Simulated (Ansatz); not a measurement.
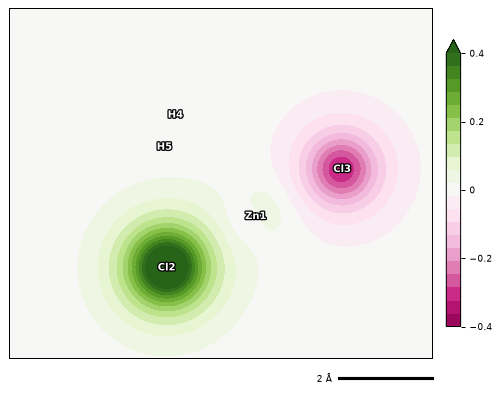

Figure. Cl2Zn···H2. The HOMO on a plane 0.8 Å above the molecular plane (values in Å⁻³ᐟ²; the overall sign is arbitrary).

Not at a stationary point (largest force 1.9 eV/Å).

The calculation used Ansatz 0.2.0, RKS PBE-D4/def2-SVP.

```xyz
5

Zn    0.3039    0.0000    0.1174
Cl    0.5028    0.0000    2.3110
Cl    0.1512    0.0000   -1.9805
H    -2.3844    0.0000    0.7784
H    -1.8584    0.0000    1.2771
```

Question: What is the character of this orbital?

Answer: By Hirshfeld shares it lies mainly on Cl2 (about 70 %), Cl3 (about 25 %) and Zn1 (about 5 %); it changes sign across the molecular plane (π type). Its energy is −7.20 eV.
